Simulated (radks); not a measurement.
**Be²⁺: atomic calculation**

System: Be²⁺ (Z = 4, 2 electrons) in the configuration 1s2.
Method: Dirac Kohn-Sham, PBEsol, spin-unpolarised, spherical densities, finite nucleus (the in-house radial solver radks).

## Input file
```
Z 4
configuration [He]
relativity Dirac
functional pbe_sol,pbe_sol
spin unpolarised
j_filling energy
nucleus finite rms 2.519 fm
c 137.035999084
```

Energies in input and log are in hartree, lengths in bohr (the nuclear radius in fm).

## Output
```
1s1/2   1   2.0000          -4.82854575
Etot -13.536213613715695
Ekin 13.487333947673553
Encl -29.358113820271036
Eh 4.516444030159013
Exc -2.1818777712772253
err 2.5582364163523653e-10
it 13
```

## Orbitals

| orbital | occupation | energy (eV) | ⟨r⟩ (bohr) | outer maximum (bohr) |
| --- | --- | --- | --- | --- |
| 1s | 2 | −131.391 | 0.4186 | 0.266 |

## Slater integrals of the outer shells (hartree)

```csv
integral,value
"F0(1s1/2,1s1/2)",2.2582
```

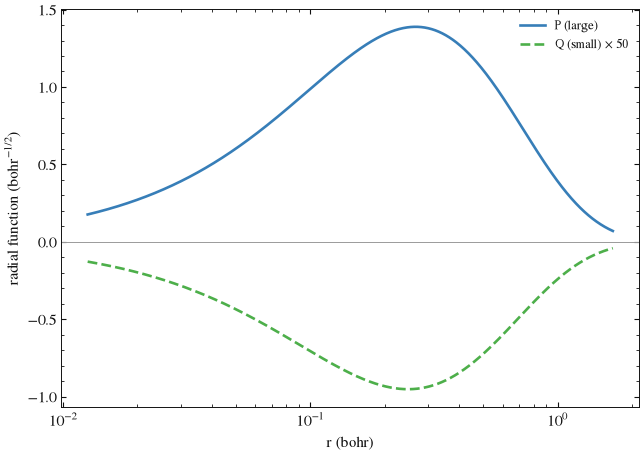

**Figure 1.** The large and small radial components of the 1s1/2 spinor. The spinor has κ = −1: the large component has l = 0 and 0 radial nodes, the small one has l = 1. The small component carries 0.018 % of the norm; ⟨r⟩ = 0.419 bohr and the eigenvalue is −131.4 eV.

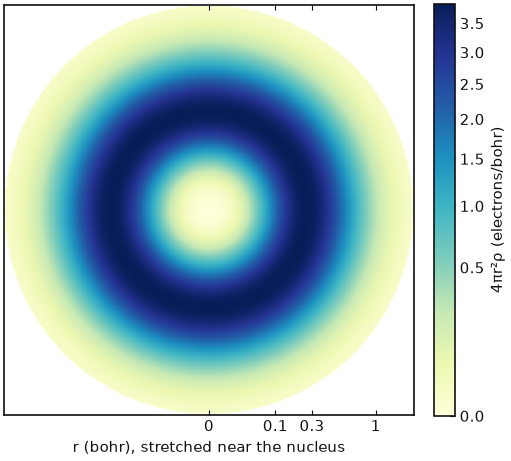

**Figure 2.** The radial density 4πr²ρ as a disc about the nucleus, with the radius drawn as r to the power 0.4. There is one bright ring, at r = 0.267 bohr.

## Summary

```
                       quantity                      value
                        outcome                  converged
                   total energy         −13.536214 hartree
                 kinetic energy          13.487334 hartree
        electron–nucleus energy         −29.358114 hartree
                 Hartree energy           4.516444 hartree
    exchange–correlation energy          −2.181878 hartree
radius at density 0.001 e/bohr³                  1.48 bohr
                 SCF iterations                         13
                       hardware  1 CPU thread, shared host
```
